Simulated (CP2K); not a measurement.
# TiH4O4 (SMILES O[Ti](O)(O)O): PBE/TZV2P-MOLOPT-PBE-GTH (core potential)

Aim: the energy change on altering one bond length of TiH4O4 at PBE/TZV2P-MOLOPT-PBE-GTH (core potential), from 2 runs. 

Program for the calculation: CP2K 2026.2.

## 1. The system as given

TiH4O4 has 9 atoms, charge 0, and is taken as a singlet. SMILES: `O[Ti](O)(O)O`. The coordinates come from a PBE0-D4/def2-TZVP relaxation. This is one conformer, not always the lowest.

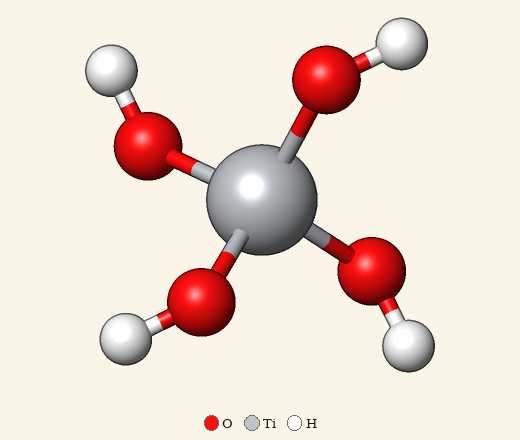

The structure, seen from a chosen angle (oxygen red, titanium light grey, hydrogen white).

## 2. A single-point energy at PBE/TZV2P-MOLOPT-PBE-GTH (core potential)

job.inp reads:

```
&GLOBAL
    PROJECT job
    RUN_TYPE ENERGY
    PRINT_LEVEL MEDIUM
&END GLOBAL
&FORCE_EVAL
    METHOD QUICKSTEP
    &DFT
        BASIS_SET_FILE_NAME BASIS_MOLOPT_UZH
        POTENTIAL_FILE_NAME POTENTIAL_UZH
        &QS
            METHOD GPW
            EPS_DEFAULT 1.0E-10
        &END QS
        &MGRID
            CUTOFF 400
            REL_CUTOFF 50
            NGRIDS 4
        &END MGRID
        &POISSON
            PERIODIC NONE
            POISSON_SOLVER MULTIPOLE
        &END POISSON
        &SCF
            SCF_GUESS ATOMIC
            EPS_SCF 1.0E-06
            MAX_SCF 50
            &OT
                MINIMIZER DIIS
                PRECONDITIONER FULL_ALL
            &END OT
            &OUTER_SCF
                EPS_SCF 1.0E-06
                MAX_SCF 5
            &END OUTER_SCF
        &END SCF
        &XC
            &XC_FUNCTIONAL PBE
            &END XC_FUNCTIONAL
        &END XC
        &PRINT
            &MOMENTS
                PERIODIC F
                REFERENCE COM
                MAX_MOMENT 1
            &END MOMENTS
            &MO_CUBES
                NLUMO 1
                NHOMO -1
                WRITE_CUBE F
            &END MO_CUBES
            &HIRSHFELD OFF
            &END HIRSHFELD
        &END PRINT
    &END DFT
    &SUBSYS
        &CELL
            ABC 10.5 10.8 10.8
            PERIODIC NONE
        &END CELL
        &COORD
            O      4.607075     6.932510     4.149030
            Ti     4.732395     5.664210     5.421710
            O      6.384035     4.948810     5.355640
            O      3.496695     4.384920     5.137930
            O      4.441835     6.390400     7.044080
            H      3.918855     7.078070     3.498850
            H      7.003305     4.778150     6.066240
            H      3.609185     3.487870     4.821210
            H      4.397555     7.312130     7.301150
        &END COORD
        &KIND O
            BASIS_SET TZV2P-MOLOPT-PBE-GTH-q6
            POTENTIAL GTH-PBE-q6
        &END KIND
        &KIND Ti
            BASIS_SET TZV2P-MOLOPT-PBE-GTH-q12
            POTENTIAL GTH-PBE-q12
        &END KIND
        &KIND H
            BASIS_SET TZV2P-MOLOPT-PBE-GTH-q1
            POTENTIAL GTH-PBE-q1
        &END KIND
    &END SUBSYS
&END FORCE_EVAL
```

The run is started by

```console
$ OMP_NUM_THREADS=1 cp2k.psmp -i job.inp -o job.out
```

The log of the run:

```text
CP2K| version string:                                       CP2K version 2026.2
[...]
 GLOBAL| Method name                                                        CP2K
[...]
 GLOBAL| Run type                                                         ENERGY
[...]
 DFT| Spin restricted Kohn-Sham (RKS) calculation                            RKS
 DFT| Multiplicity                                                             1
[...]
 DFT| Charge                                                                   0
[...]
 FUNCTIONAL| PBE:
 QS| Method:                                                                 GPW
[...]
 QS| Density cutoff [a.u.]:                                                200.0
[...]
 QS| Relative density cutoff [a.u.]:                                        25.0
[...]
                             - Atoms:                                          9
[...]
                             - Spherical basis functions:                    214
[...]
 Number of electrons:                                                         40
[...]
     1 OT DIIS     0.15E+00    4.4     0.10795763      -120.9489637720 -1.21E+02
[...]
    33 OT DIIS     0.15E+00    4.3     0.00000087      -124.7417988027 -4.09E-10
  *** SCF run converged in    33 steps ***
[...]
  Overlap energy of the core charge distribution:               0.00000013764601
  Self energy of the core charge distribution:               -278.41798072596453
  Core Hamiltonian energy:                                     76.56733427223938
  Hartree energy:                                              99.92268006486472
  Exchange-correlation energy:                                -22.81383255143928
  Total energy:                                              -124.74179880265370
[...]
                     Mulliken Population Analysis
 #  Atom  Element  Kind  Atomic population                           Net charge
       1     O        1          6.449298                             -0.449298
       2     Ti       2         10.803419                              1.196581
       3     O        1          6.448970                             -0.448970
       4     O        1          6.449765                             -0.449765
       5     O        1          6.448881                             -0.448881
       6     H        3          0.850111                              0.149889
       7     H        3          0.849832                              0.150168
       8     H        3          0.849705                              0.150295
       9     H        3          0.850018                              0.149982
 # Total charge                             40.000000                  0.000000
[...]
  Dipole moment [Debye]
    X=  0.1033360E-01 Y= -0.5157260E-02 Z= -0.5532316E-02  Total=      0.0128057
[...]
 WARNING : did not converge in ot_eigensolver
 number of iterations          299  exceeded maximum
 current gradient / target gradient   2.6201079586668993E-005  /    1.0000000000000001E-005
[...]
 HOMO - LUMO gap [eV] :    5.223332
 ENERGY| Total FORCE_EVAL ( QS ) energy [hartree]           -124.741798802653705
[...]
```

Wall time 3 min (1 thread of AMD EPYC (Zen 3), shared host); peak memory 0.98 GiB.

## 3. The distorted shape, same level

job.inp reads:

```
&FORCE_EVAL
  METHOD Quickstep
  &DFT
    BASIS_SET_FILE_NAME BASIS_MOLOPT_UZH
    POTENTIAL_FILE_NAME POTENTIAL_UZH
    CHARGE 0
    MULTIPLICITY 1
    &QS
      METHOD GPW
      EPS_DEFAULT 1.0E-10
    &END
    # real-space grids
    &MGRID
      CUTOFF 400
      REL_CUTOFF 50
      NGRIDS 4
    &END
    &POISSON
      PERIODIC NONE
      POISSON_SOLVER MULTIPOLE
    &END
    # self-consistent field
    &SCF
      SCF_GUESS ATOMIC
      EPS_SCF 1.0E-06
      MAX_SCF 30
      &OT ON
        MINIMIZER DIIS
        PRECONDITIONER FULL_ALL
      &END
      &OUTER_SCF
        EPS_SCF 1.0E-06
        MAX_SCF 8
      &END
    &END
    # functional
    &XC
      &XC_FUNCTIONAL PBE
      &END
    &END
    # extra output
    &PRINT
      &MOMENTS
        PERIODIC F
        REFERENCE COM
        MAX_MOMENT 1
      &END
      &MO_CUBES
        NLUMO 3
        NHOMO -1
        WRITE_CUBE F
      &END
      &HIRSHFELD OFF
      &END
    &END
  &END
  &SUBSYS
    &CELL
      ABC [angstrom] 10.5 11.2 11.4
      PERIODIC NONE
    &END
    &COORD
      UNIT bohr
      O     -0.3551022     3.5953230    -3.6076629
      Ti     0.0001323     0.0001701    -0.0000945
      O      3.1212795    -1.3517400    -0.1249487
      O     -2.3350023    -2.4173377    -0.5363610
      O     -0.5489465     1.3724703     3.0657405
      H     -1.6556495     3.8703915    -4.8363250
      H      4.2915302    -1.6742407     1.2178907
      H     -2.1224270    -4.1125165    -1.1348750
      H     -0.6326236     3.1142876     3.5515324
    &END
    &TOPOLOGY
      &CENTER_COORDINATES
      &END
    &END
    &KIND O
      BASIS_SET TZV2P-MOLOPT-PBE-GTH-q6
      POTENTIAL GTH-PBE-q6
    &END
    &KIND Ti
      BASIS_SET TZV2P-MOLOPT-PBE-GTH-q12
      POTENTIAL GTH-PBE-q12
    &END
    &KIND H
      BASIS_SET TZV2P-MOLOPT-PBE-GTH-q1
      POTENTIAL GTH-PBE-q1
    &END
  &END
&END

&GLOBAL
  PROJECT job
  RUN_TYPE ENERGY
  PRINT_LEVEL MEDIUM
&END
```

The run is started by

```console
$ OMP_NUM_THREADS=1 cp2k.psmp job.inp > job.out
```

The log of the run, shortened:

```text
CP2K| version string:                                       CP2K version 2026.2
[...]
 GLOBAL| Method name                                                        CP2K
[...]
 GLOBAL| Run type                                                         ENERGY
[...]
 DFT| Spin restricted Kohn-Sham (RKS) calculation                            RKS
 DFT| Multiplicity                                                             1
[...]
 DFT| Charge                                                                   0
[...]
 FUNCTIONAL| PBE:
 QS| Method:                                                                 GPW
[...]
 QS| Density cutoff [a.u.]:                                                200.0
[...]
 QS| Relative density cutoff [a.u.]:                                        25.0
[...]
                             - Atoms:                                          9
[...]
                             - Spherical basis functions:                    214
[...]
 Number of electrons:                                                         40
[...]
     1 OT DIIS     0.15E+00    5.6     0.10266984      -120.8716206715 -1.21E+02
[...]
     8 OT DIIS     0.15E+00    5.4     0.00000069      -124.6468976361 -1.93E-09
  *** SCF run converged in     8 steps ***
[...]
  Overlap energy of the core charge distribution:               0.00000013764487
  Self energy of the core charge distribution:               -278.41798072596453
  Core Hamiltonian energy:                                     76.18437975581138
  Hartree energy:                                             100.25701729091627
  Exchange-correlation energy:                                -22.67031409447544
  Total energy:                                              -124.64689763606745
[...]
                     Mulliken Population Analysis
 #  Atom  Element  Kind  Atomic population                           Net charge
       1     O        1          6.629529                             -0.629529
       2     Ti       2         10.687496                              1.312504
       3     O        1          6.423035                             -0.423035
       4     O        1          6.413818                             -0.413818
[...]
  Dipole moment [Debye]
    X=  0.6398313E+00 Y= -0.2791652E+01 Z=  0.2948925E+01  Total=      4.1108222
[...]
 HOMO - LUMO gap [eV] :    1.459119
 ENERGY| Total FORCE_EVAL ( QS ) energy [hartree]           -124.646897636067450
[...]
```

Wall time 3.9 min (1 thread of AMD EPYC (Zen 3), shared host); peak memory 1 GiB.

## 4. Outcome

At PBE/TZV2P-MOLOPT-PBE-GTH (core potential):

```
                                                          quantity          value
                                         first shape: total energy  -124.74180 Eh
                                        first shape: dipole moment         0.01 D
                                          first shape: HOMO energy       -7.31 eV
                                          first shape: LUMO energy       -2.09 eV
                                        first shape: HOMO–LUMO gap        5.22 eV
                                     distorted shape: total energy  -124.64690 Eh
                                    distorted shape: dipole moment         4.11 D
                                      distorted shape: HOMO energy       -5.08 eV
                                      distorted shape: LUMO energy       -3.62 eV
                                    distorted shape: HOMO–LUMO gap        1.46 eV
energy change with the O1–Ti2 bond stretched from 1.801 to 2.702 Å       2.582 eV
```

**Reading.** With the O1–Ti2 bond stretched from 1.801 to 2.702 Å the energy rises by 2.58 eV (249 kJ/mol). The first shape isn't relaxed at this level, so the change isn't measured from a minimum. A restricted reference can't describe the breaking bond well at this length.
